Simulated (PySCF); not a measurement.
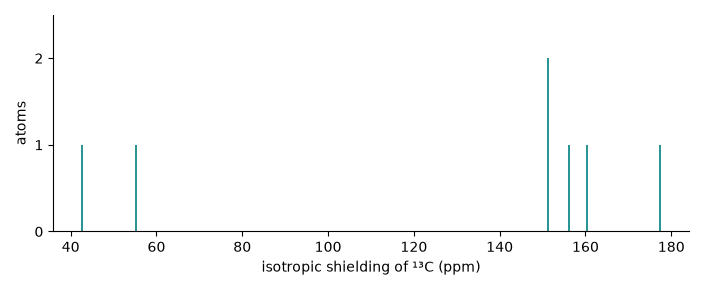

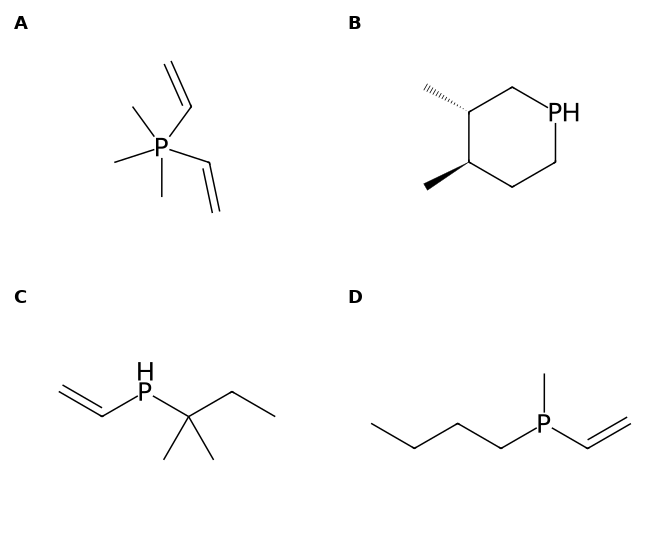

The sticks are computed shieldings of one of the molecules, for one fixed geometry (GFN2-xTB) without averaging over rotations. Low shielding means a high chemical shift. Method: GIAO PBE0/pcSseg-1 NMR shielding, non-relativistic, gas phase (PySCF 2.14.0).

> Which molecule gives this pattern?

C, `C=CPC(C)(C)CC`. Its 7 C atoms give lines at 42.7, 55.1, 151.3 (2 atoms), 156.1, 160.3, 177.3 ppm.

The geometry is semi-empirical. Around P such bond lengths and angles can be off by a tenth of an ångström or more and by several degrees, and values that hang on the shape move with them.
